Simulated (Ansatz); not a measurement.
**AlN− (doublet): inputs that go wrong**

4 inputs are run for AlN− (doublet) as typed; the log has to tell whether the result can be used and what must change.

Method: the settings change from run to run; program: Ansatz 0.2.0, Gaussian basis.

15 further runs of the same task are left out: 5 that didn't finish, 10 set aside as unsound or not needed.

### 1 The geometry

The geometry is a PBE0/def2-TZVPD stationary point (not a proven minimum).

2 atoms, charge -1, spin multiplicity 2.

Atoms are counted from 1 here; the program's logs count them from 0.

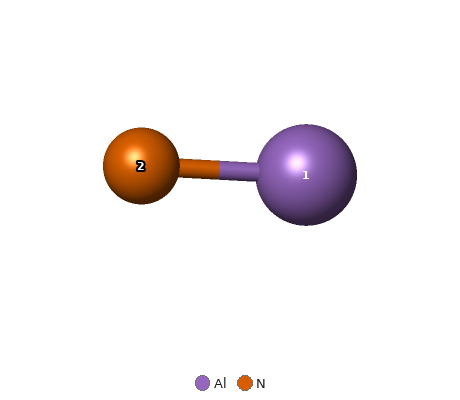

The structure; aluminium purple, nitrogen orange; atoms are numbered from 1 in the order of the file.

Geometry (Å):

```
Al    0.0000    0.0000    0.0000
N     0.0000    0.0000    1.7720
```

### 2 Input 1

File in.yaml:

```yaml
crystal:
  periodic: [false, false, false]
  atoms:
    - {symbol: Al, position_ang: [0.000000, 0.000000, 0.000000]}
    - {symbol: N, position_ang: [0.000000, 0.000000, 1.772000]}
basis:
  gaussian: {orbitals: aug-cc-pVDZ}
total_charge: -1
magnetization: {spin_polarized: false, initial_magnetization: 1}
hamiltonian: {xc: pbe0}
correlation: {active_space: {window: {electrons: 3, orbitals: 3}}}
```

Command:

```console
ansatz run in.yaml --threads 1 --pin off --events-out ev --progress --plain --max-ram 2393MiB
```

Output:

```text
Error: invalid value for `correlation.active_space`: it starts from restricted Hartree–Fock orbitals; set hamiltonian.xc: hf without magnetization.spin_polarized
```

Run time: 0.03 s. Hardware: 1 thread of Arm Neoverse N1, shared host.

What is wrong: The run was refused. An active space is asked on a functional's orbitals. To mend it, start from Hartree-Fock.

### 3 Input 2

File in.yaml:

```yaml
crystal:
  periodic: [false, false, false]
  atoms:
    - {symbol: Al, position_ang: [0.000000, 0.000000, 0.000000]}
    - {symbol: N, position_ang: [0.000000, 0.000000, 1.772000]}
basis:
  gaussian: {orbitals: cc-pVDZ, fitting: {mean_field: def2-universal-jkfit}}
total_charge: -1
magnetization: {spin_polarized: false, initial_magnetization: 1}
correlation: {method: sc_nevpt2, electrons: valence, active_space: {window: {electrons: 15, orbitals: 14}}}
```

Launched as before.

Output:

```text
Functional definition: HF
  name "HF"
  cite "Fock, Z. Phys. 61, 126 (1930) doi:10.1007/BF01340294"
  parent pbe
  exchange = exact_x
  correlation = 0
205 factors; integrals over basis functions are off by at most 5.1e-2 eV
mean field evaluation 1: about -8060.4210 eV, gradient 9.3e0 eV
mean field evaluation 2: about -8061.0633 eV, gradient 5.4e0 eV
mean field evaluation 4: about -8061.4117 eV, gradient 1.5e0 eV
mean field evaluation 8: about -8061.4607 eV, gradient 6.1e-4 eV
mean field evaluation 16: about -8061.8795 eV, gradient 1.0e-1 eV
mean field evaluation 32: about -8054.3864 eV, gradient 1.0e-2 eV
mean field evaluation 64: about -8057.9514 eV, gradient 1.8e0 eV
mean field evaluation 96: about -8060.6821 eV, gradient 7.4e0 eV
mean field evaluation 128: about -8061.4607 eV, gradient 5.9e-4 eV
mean field -8061.87987057 eV, -296.2686207049 hartree, gradient 4.7e-6 eV, S^2 0.750000; 13 other end points of the search recorded, 0 dependent functions left out
reference -8061.87987057 eV, -296.2686207049 hartree; 11, 10 occupied and 21, 22 virtual orbitals, 205 factors
Error: with vectors over 10306296 determinants and the model space of their search the run needs 6.53 GiB of the host's memory, and 2.33 GiB are given
refused for memory
```

Wall time 1.4 s (1 thread of Arm Neoverse N1, shared host).

**Diagnosis.** The program refused it for memory. The method needs more than --max-ram allows. Cure: a smaller space or basis, or more memory.

### 4 Input 3

File in.yaml:

```yaml
crystal:
  periodic: [false, false, false]
  atoms:
    - {symbol: Al, position_ang: [0.000000, 0.000000, 0.000000]}
    - {symbol: N, position_ang: [0.000000, 0.000000, 1.772000]}
basis:
  gaussian: {orbitals: "6-31++G**"}
total_charge: -1
magnetization: {spin_polarized: false, initial_magnetization: 1}
correlation: {active_space: {ras: {orbitals: [4, 1, 31], electrons: 29, max_holes: 2, max_particles: 2}, fixed_orbitals: true}}
output: {forces: true}
```

Same command.

Output:

```text
Functional definition: HF
  name "HF"
  cite "Fock, Z. Phys. 61, 126 (1930) doi:10.1007/BF01340294"
  parent pbe
  exchange = exact_x
  correlation = 0
354 factors; integrals over basis functions are off by at most 7.1e-4 eV
mean field evaluation 1: about -8060.1403 eV, gradient 8.4e0 eV
mean field evaluation 2: about -8060.2058 eV, gradient 8.0e0 eV
mean field evaluation 4: about -8061.2270 eV, gradient 3.3e0 eV
mean field evaluation 8: about -8061.4497 eV, gradient 4.5e-1 eV
mean field evaluation 16: about -8061.5002 eV, gradient 5.3e-1 eV
mean field evaluation 32: about -8060.1403 eV, gradient 8.4e0 eV
mean field evaluation 64: about -8061.4532 eV, gradient 2.4e-6 eV
mean field evaluation 96: about -8057.9583 eV, gradient 7.7e-1 eV
mean field evaluation 128: about -8061.9132 eV, gradient 8.5e-1 eV
mean field evaluation 160: about -8061.8441 eV, gradient 5.2e0 eV
mean field evaluation 192: about -8057.5535 eV, gradient 6.6e0 eV
mean field evaluation 224: about -8061.9963 eV, gradient 2.8e-6 eV
mean field -8061.99634434 eV, -296.2729010371 hartree, gradient 1.6e-6 eV, S^2 0.750000; 12 other end points of the search recorded, 0 dependent functions left out
reference -8061.99634434 eV, -296.2729010371 hartree; 11, 10 occupied and 31, 32 virtual orbitals, 354 factors
Error: 29 electrons in 36 orbitals form no window around the highest filled level of the reference
```

Wall time 1.8 s (1 thread of Arm Neoverse N1, shared host).

What is wrong: The run stopped with an error. The electron count of the restricted space is wrong. Cure: count the correlated electrons again.

### 5 Input 4

File in.yaml:

```yaml
crystal:
  periodic: [false, false, false]
  atoms:
    - {symbol: Al, position_ang: [0.000000, 0.000000, 0.000000]}
    - {symbol: N, position_ang: [0.000000, 0.000000, 1.772000]}
basis:
  gaussian: {orbitals: cc-pCVTZ}
total_charge: -1
magnetization: {spin_polarized: false, initial_magnetization: 1}
correlation: {method: fic_mrcisd_q, electrons: outside_noble_gas, active_space: {window: {electrons: 3, orbitals: 3}, states: [{multiplicity: 2, irrep: 12, weights: [1]}]}}
accuracy: high
```

Same command.

Output:

```text
Functional definition: HF
  name "HF"
  cite "Fock, Z. Phys. 61, 126 (1930) doi:10.1007/BF01340294"
  parent pbe
  exchange = exact_x
  correlation = 0
1278 factors; integrals over basis functions are off by at most 3.2e-9 eV
mean field evaluation 1: about -8061.2069 eV, gradient 9.2e0 eV
mean field evaluation 2: about -8061.2099 eV, gradient 9.2e0 eV
mean field evaluation 4: about -8062.2151 eV, gradient 2.5e0 eV
mean field evaluation 8: about -8062.3539 eV, gradient 3.1e-1 eV
mean field evaluation 16: about -8062.3558 eV, gradient 4.0e-8 eV
mean field evaluation 32: about -8062.8629 eV, gradient 4.0e-8 eV
mean field evaluation 64: about -8054.6277 eV, gradient 2.6e1 eV
mean field evaluation 96: about -8058.6544 eV, gradient 1.7e-7 eV
mean field evaluation 128: about -8062.3558 eV, gradient 9.8e-4 eV
mean field evaluation 160: about -8062.3512 eV, gradient 3.4e-1 eV
mean field -8062.86290267 eV, -296.3047464685 hartree, gradient 1.1e-8 eV, S^2 0.750000; 12 other end points of the search recorded, 0 dependent functions left out
reference -8062.86290267 eV, -296.3047464685 hartree; 11, 10 occupied and 91, 92 virtual orbitals, 1278 factors
Error: the irrep 12 is not accepted for these orbitals, which take A1, B1, B2, A2, or 1 to 4
```

Run time: 16 s. Hardware: 1 thread of Arm Neoverse N1, shared host.

What is wrong: The run stopped with an error. The symmetry label isn't in the molecule's group. Cure: name an irrep that the log lists.

### 6 Summary

| input | level | ended | cause | time |
| --- | --- | --- | --- | --- |
| 1 | CASSCF(3,3)/aug-cc-pVDZ | refused | an active space is asked on a functional's orbitals | 0.03 s |
| 2 | NEVPT2(15,14)/cc-pVDZ | out of memory | the method needs more than --max-ram allows | 1.4 s |
| 3 | CISD/6-31++G** | stopped by an error | the electron count of the restricted space is wrong | 1.8 s |
| 4 | MRCISD+Q(3,3)/cc-pCVTZ | stopped by an error | the symmetry label isn't in the molecule's group | 16 s |

1 refused, 1 out of memory, 2 stopped by an error.
